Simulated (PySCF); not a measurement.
# GaH2SeF3 (SMILES [F][Ga-]([F])([F])[SeH2+]) at 4 levels

Aim: a comparison of 4 runs (HF/STO-3G, HF/def2-SVP, B3LYP/6-31G*, BP86/def2-TZVP) of GaH2SeF3. Input form: a Python script.

Program for the calculation: PySCF 2.14.0.

## 1. The molecule

The species is GaH2SeF3 (7 atoms), meant as a singlet with charge 0. As SMILES, `[F][Ga-]([F])([F])[SeH2+]`. Geometry: relaxed at PBE0-D4/def2-TZVP.

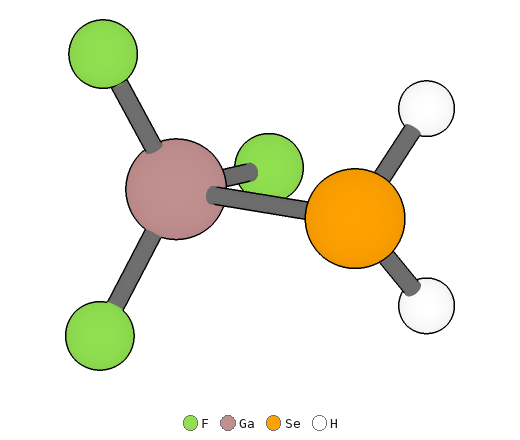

Viewed from a chosen angle; fluorine green, gallium pink, selenium orange, hydrogen white.

## 2. Energy and gradient at HF/STO-3G (run 1)

job.py

```python
import pyscf.grad
from pyscf import gto, scf

mol = gto.M(
    atom='''
F      0.482200    -1.068500     1.960600
Ga     0.288600    -0.999100     0.223100
F     -1.298300    -1.378300    -0.415200
F      1.663500    -1.389900    -0.785700
Se     0.273400     1.580000    -0.080900
H     -1.073800     1.704700     0.494200
H     -0.274400     1.483100    -1.441800
''',
    basis='sto-3g',
    max_memory=1860,
    verbose=3,
)

myscf = scf.RHF(mol)
myscf.conv_tol = 1e-10
myscf.kernel()
if not myscf.converged:
    myscf = myscf.newton().run(myscf.mo_coeff, myscf.mo_occ)

e_final = myscf.e_tot
print('Final energy', e_final)
grad = myscf.Gradients().kernel()
myscf.analyze()
```

Launch:

```bash
OMP_NUM_THREADS=1 python job.py
```

The program printed:

```text
converged SCF energy = -4569.70754508383
[... 19 lines left out ...]
MO #8   energy= -41.8099837691508  occ= 2
[... 8 lines left out ...]
MO #17  energy= -6.19754119087716  occ= 2
[... 8 lines left out ...]
MO #26  energy= -1.81500442253392  occ= 2
[... 8 lines left out ...]
MO #35  energy= -0.42461163838626  occ= 2
[... 8 lines left out ...]
MO #44  energy= -0.26889882806412  occ= 2
[... 8 lines left out ...]
MO #53  energy= 0.560749175577245  occ= 0
[... 8 lines left out ...]
Dipole moment(X, Y, Z, Debye): -1.64598,  4.66862, -1.22182
```

It took 5.1 s on 1 thread of Intel Xeon at 2.70GHz, shared host; peak memory 0.13 GiB.

## 3. Energy and forces at HF/def2-SVP (run 2)

calc.py

```python
import pyscf.grad
from pyscf import gto, scf

molecule = gto.M(
    atom='''
F      0.911226    -2.019172     3.704997
Ga     0.545375    -1.888025     0.421598
F     -2.453431    -2.604610    -0.784614
F      3.143559    -2.626530    -1.484758
Se     0.516651     2.985767    -0.152879
H     -2.029188     3.221416     0.933903
H     -0.518541     2.802653    -2.724607
''',
    max_memory=1860,
    charge=0,
    unit='bohr',
    spin=0,
    verbose=3,
    basis='def2-svp',
)

calc0 = scf.RHF(molecule)
calc0.conv_tol = 1e-10
calc0.kernel()
if not calc0.converged:
    calc0 = calc0.newton().run(calc0.mo_coeff, calc0.mo_occ)

e_final = calc0.e_tot
print('Final energy', e_final)
grad = calc0.Gradients().kernel()
dip = calc0.dip_moment()
pop, q = calc0.mulliken_pop()
```

Launch:

```bash
OMP_NUM_THREADS=1 python calc.py
```

The program printed:

```text
converged SCF energy = -4621.92517064049
Final energy -4621.925170640492
[... 10 lines left out ...]
Dipole moment(X, Y, Z, Debye): -1.10291,  5.35754, -1.07665
[... 124 lines left out ...]
charge of    6H =      0.11825
```

It took 21 s on 1 thread of Intel Xeon at 2.70GHz, shared host; peak memory 0.29 GiB.

## 4. Energy and forces at B3LYP/6-31G(d) (spherical functions) (run 3)

job.py

```python
# [F][Ga-]([F])([F])[SeH2+]
from pyscf import gto, dft

system = gto.M(
    atom=[
    ('F', (0.482200, -1.068500, 1.960600)),
    ('Ga', (0.288600, -0.999100, 0.223100)),
    ('F', (-1.298300, -1.378300, -0.415200)),
    ('F', (1.663500, -1.389900, -0.785700)),
    ('Se', (0.273400, 1.580000, -0.080900)),
    ('H', (-1.073800, 1.704700, 0.494200)),
    ('H', (-0.274400, 1.483100, -1.441800)),
],
    spin=0,
    basis='6-31g*',
    verbose=4,
    max_memory=1860,
)

calc0 = dft.RKS(system)
calc0.xc = 'b3lyp'
calc0.conv_tol = 1e-10
calc0.grids.level = 5
calc0.kernel()
if not calc0.converged:
    calc0 = calc0.newton().run(calc0.mo_coeff, calc0.mo_occ)

etot = calc0.e_tot
print(f'total energy: {etot:.8f} hartree')
grad = calc0.nuc_grad_method().kernel()
calc0.analyze()
```

Launch:

```bash
OMP_NUM_THREADS=1 python job.py
```

The program printed:

```text
PySCF version 2.14.0

[... 111 lines left out ...]
MO #10  energy= -40.7159110387087  occ= 2
[... 19 lines left out ...]
MO #30  energy= -0.864178075267615 occ= 2
[... 19 lines left out ...]
MO #50  energy= -0.0268040325418983 occ= 0
[... 19 lines left out ...]
MO #70  energy= 0.716578880600983  occ= 0
[... 19 lines left out ...]
MO #90  energy= 1.86375582371574   occ= 0
[... 19 lines left out ...]
MO #110 energy= 4.33187631096085   occ= 0
[... 120 lines left out ...]
Dipole moment(X, Y, Z, Debye): -1.03088,  5.08242, -1.01508
```

Run time: 98 s. Hardware: 1 thread of Intel Xeon at 2.70GHz, shared host; peak memory 1.1 GiB.

## 5. Energy and gradient at BP86/def2-TZVP (run 4)

job.py

```python
from pyscf import gto, dft

mol = gto.M(
    atom='''
F      0.911226    -2.019172     3.704997
Ga     0.545375    -1.888025     0.421598
F     -2.453431    -2.604610    -0.784614
F      3.143559    -2.626530    -1.484758
Se     0.516651     2.985767    -0.152879
H     -2.029188     3.221416     0.933903
H     -0.518541     2.802653    -2.724607
''',
    unit='bohr',
    basis='def2-tzvp',
    max_memory=1860,
    verbose=4,
    spin=0,
)

myscf = dft.RKS(mol)
myscf.xc = 'bp86'
myscf.grids.level = 5
myscf.conv_tol = 1e-10
myscf.kernel()
if not myscf.converged:
    myscf = myscf.newton().run(myscf.mo_coeff, myscf.mo_occ)

energy = myscf.e_tot
print(f'total energy: {energy:.8f} hartree')
grad = myscf.nuc_grad_method().kernel()
myscf.analyze()
```

Launch:

```bash
OMP_NUM_THREADS=1 python job.py
```

The program printed:

```text
PySCF version 2.14.0

[... 125 lines left out ...]
MO #21  energy= -3.61608478358628  occ= 2
[... 35 lines left out ...]
MO #57  energy= 0.132953702462813  occ= 0
[... 35 lines left out ...]
MO #93  energy= 0.991069247258289  occ= 0
[... 35 lines left out ...]
MO #129 energy= 2.27899192069364   occ= 0
[... 35 lines left out ...]
MO #165 energy= 6.75388307845575   occ= 0
[... 35 lines left out ...]
MO #201 energy= 56.4186932983268   occ= 0
[... 211 lines left out ...]
Dipole moment(X, Y, Z, Debye): -0.88956,  5.05815, -0.95321
```

Run time: 4.2 min. Hardware: 1 thread of Intel Xeon at 2.70GHz, shared host; peak memory 1.7 GiB.

## 6. Overview of the runs

| run | level | integration grid | energy (Eh) | dipole moment (D) | HOMO energy (eV) | LUMO energy (eV) | wall time |
| --- | --- | --- | --- | --- | --- | --- | --- |
| 1 | HF/STO-3G | – | -4569.707545 | 5.10 | -6.26 | 7.70 | 5.1 s |
| 2 | HF/def2-SVP | – | -4621.925171 | 5.57 | -12.63 | 2.14 | 21 s |
| 3 | B3LYP/6-31G* (spherical functions) | 5 | -4626.756377 | 5.28 | -8.99 | -1.53 | 98 s |
| 4 | BP86/def2-TZVP | 5 | -4627.949293 | 5.22 | -8.18 | -2.47 | 4.2 min |

## 7. What came out

| quantity | value |
| --- | --- |
| run 4: total energy | -4627.94929 Eh |
| run 4: dipole moment | 5.22 D |
| run 4: HOMO energy | -8.18 eV |
| run 4: LUMO energy | -2.47 eV |
| run 4: HOMO–LUMO gap | 5.72 eV |
| run 4: largest force on an atom | 0.605 eV/Å |

In words: The dipole moment (its size) runs from 5.10 D (HF/STO-3G) to 5.57 D (HF/def2-SVP). The HOMO–LUMO gap runs from 5.72 eV (BP86/def2-TZVP) to 14.77 eV (HF/def2-SVP). The two ends differ in method and basis. Totals of different functionals can't be ranked against each other. In run 1 the basis is minimal, so the values are rough. All runs together took 6.3 min, the longest 4.2 min.
